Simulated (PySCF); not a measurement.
## Electronic structure of H7OPSi2 (SMILES [SiH3]O[SiH2]P) in real space

| atom | x (Å) | y (Å) | z (Å) |
| --- | --- | --- | --- |
| Si | -1.9380 | 0.7212 | -0.0733 |
| O | -0.6977 | -0.1345 | -0.6759 |
| Si | 0.6779 | -0.9703 | -0.6222 |
| P | 2.0285 | 0.0591 | 0.7477 |
| H | -1.4187 | 1.6450 | 0.9328 |
| H | -2.4755 | 1.4042 | -1.2452 |
| H | -2.8706 | -0.2406 | 0.5098 |
| H | 1.1620 | -0.9385 | -2.0027 |
| H | 0.4089 | -2.3085 | -0.0961 |
| H | 3.1865 | -0.4905 | 1.1634 |
| H | 1.9365 | 1.2534 | 1.3618 |

Geometry: GFN2-xTB.

Method: CAM-B3LYP/pcSseg-1, SCF density, in a cyclohexane solvent model, non-relativistic (PySCF).

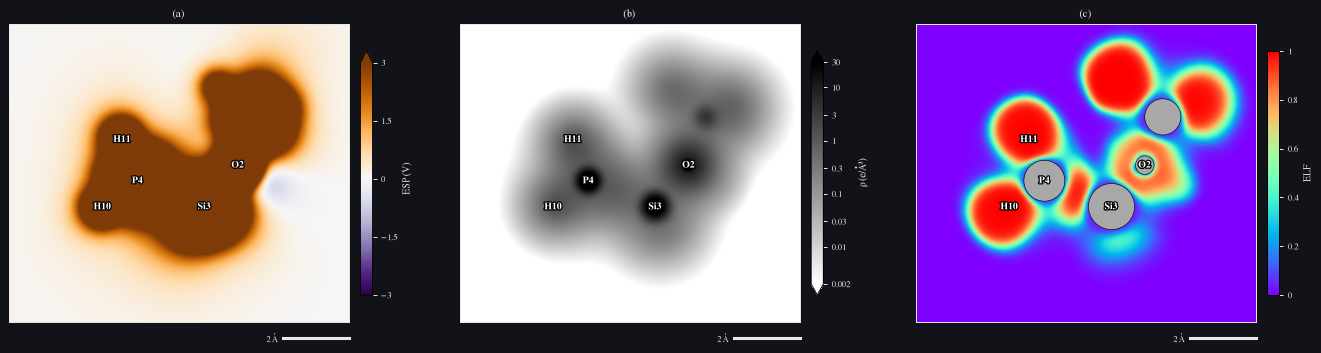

Figure 1. (a) molecular electrostatic potential; (b) total electron density; (c) ELF on the plane of atoms O2, Si3 and P4. Grey discs cover the atomic cores in the ELF map.

What does the map show?

The section cuts through O, Si, P and H sites.
Si–O (1.61 Å): ρ is about 1.2 e/Å³ halfway; the ELF peaks at about 0.85 between the atoms; a polar covalent bond.
Si–P (2.18 Å): ρ is about 0.78 e/Å³ halfway; the ELF peaks at about 0.95 between the atoms (a covalent bond).
P–H (1.35 Å): ρ is about 1.1 e/Å³ halfway; the ELF climbs to about 1 towards the hydrogen, as it does in any bond to H.
The ELF also peaks beside O2, away from the bonds: lone-pair regions.
Outside the dense part of the molecule the potential is most negative (−0.6 V) near O2.

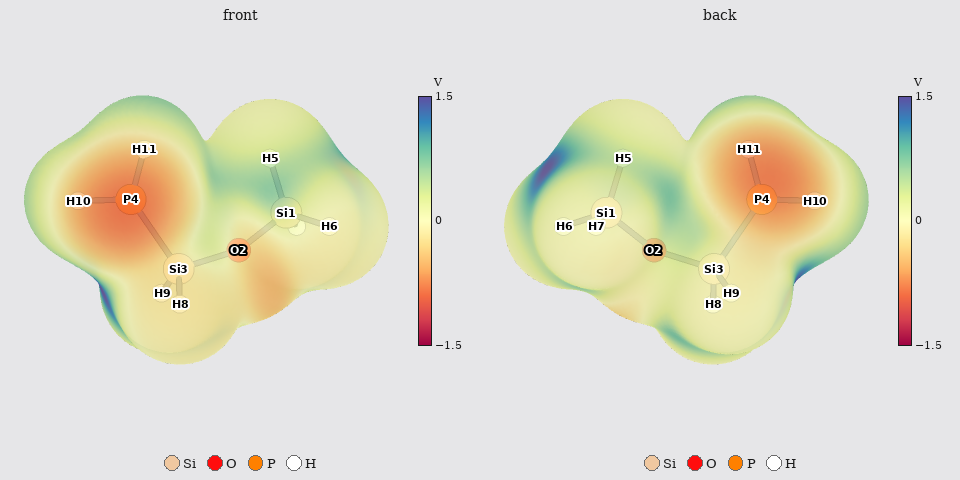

Figure 2. The electrostatic potential painted on the density surface at 0.001 e/bohr³, seen from the front and from behind; the colour scale runs from red (negative) to blue (positive).

Which sites attract a positive test charge, and which a negative one?

A positive charge is drawn to the negative regions and a negative charge to the positive ones. The most negative region (about −0.9 V, or −21 kcal/mol for a unit charge) lies over P4, the most positive (about +1.4 V, or +32 kcal/mol for a unit charge) over Si1 and Si3.

What dipole moment does the calculation give?

Its dipole moment is 0.60 D.
